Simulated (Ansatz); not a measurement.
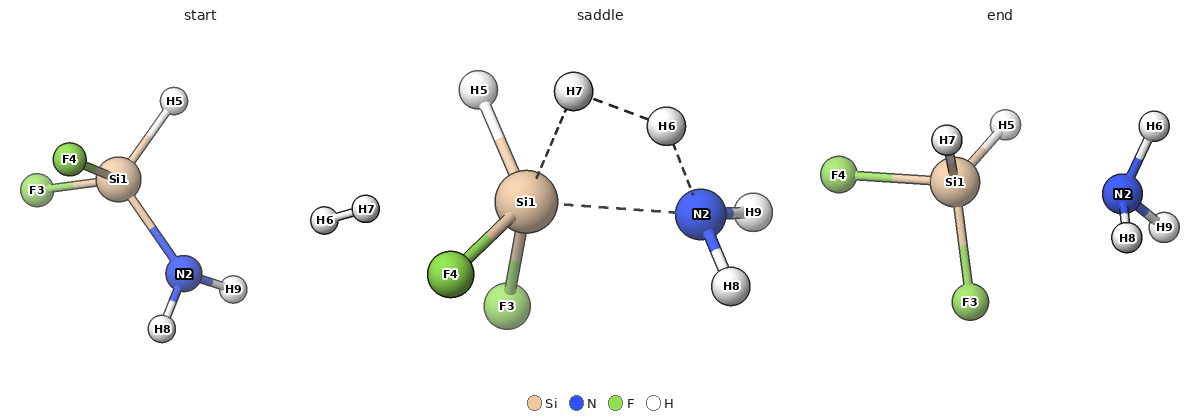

One elementary step of SiNH₅F₂: start, first-order saddle point (changing pairs dashed) and end. Electronic energies at PBE0-D4/def2-TZVP geometries, energies in def2-TZVPP, the Ansatz code 0.2.0; cores frozen in correlated methods, no zero-point terms. Start and end are the structures at the ends of the path (complexes, where there are several molecules). Lines between the levels only guide the eye.

**Which bonds change in the step?**

Si1–H7 (4.36 → 1.78 → 1.48 Å) and N2–H6 (2.84 → 1.23 → 1.01 Å) form; H6–H7 (0.75 → 1.12 → 2.79 Å) breaks; Si1–N2 (1.69 → 1.84 → 2.33 Å) stretches to a weak contact (lengths at start, saddle and end; changes of bond order aren't listed). The imaginary mode at the saddle is 1426.8i cm⁻¹ (PBE0-D4).

**Give the barriers and step energies (kcal/mol). Levels: PBE-QIDH, HF and B2PLYP.**

```tsv
level	barrier	reverse barrier	step energy
PBE-QIDH	48.2	41.5	6.7
HF	63.9	53.6	10.3
B2PLYP	50.9	42.8	8.2
```

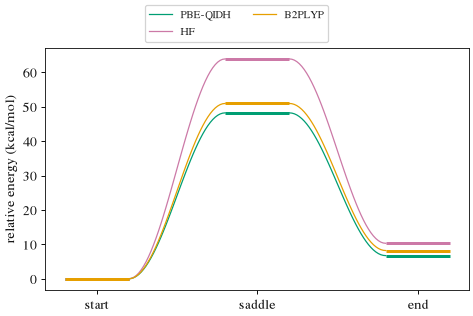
